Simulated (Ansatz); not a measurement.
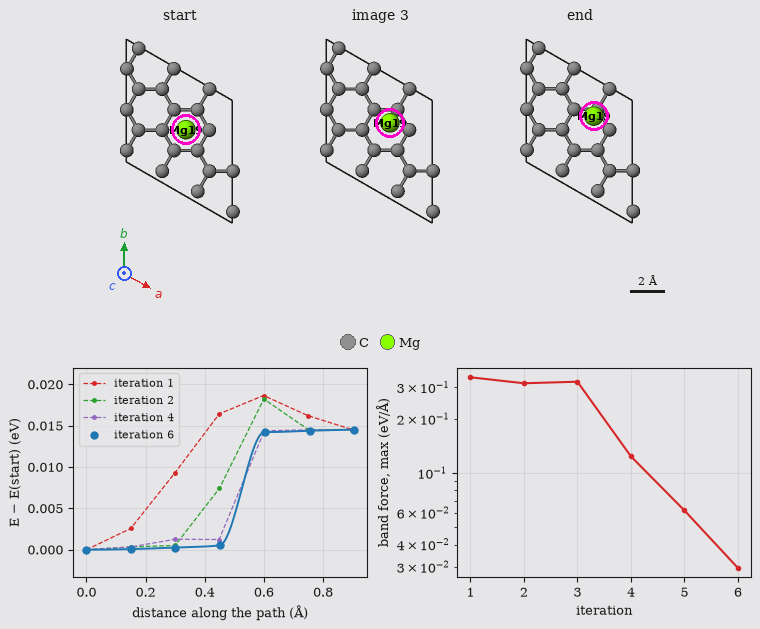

NEB run on Mg on graphene monolayer (19 atoms in the cell). Images are numbered from 0 (start) to 6 (end). The plot follows the band through its iterations. The picture is a ball-and-stick view of the simulation cell, with the vacuum cut short (origin moved), seen along the c axis. The moving atom is ringed, with any periodic copies. Bonds to atoms that aren't drawn are left out.

All numbers below come from DFT PBE, scalar-relativistic, plane waves, PAW in Ansatz. Run with plane-wave cutoff 420 eV; k-point mesh 2 × 2 × 1; Fermi-Dirac smearing 0.02 eV; 5 movable images; climbing image; force threshold 0.03 eV/Å; iteration limit 62; spring constant 10.0 eV/Å²; optimiser L-BFGS; starting path by straight interpolation.

**Judge this run.**

The run is converged, with reservations. The band converged in 6 iterations. The largest component of the band force went from 0.34 to 0.03 eV/Å. The first iteration put the highest image at 0.019 eV. No barrier shows: the energy is highest at the end, and the end lies 0.015 eV above the start.

Limits of the set-up: the periodic images lie only 7.4 Å apart, so the values are limited by the cell's size.
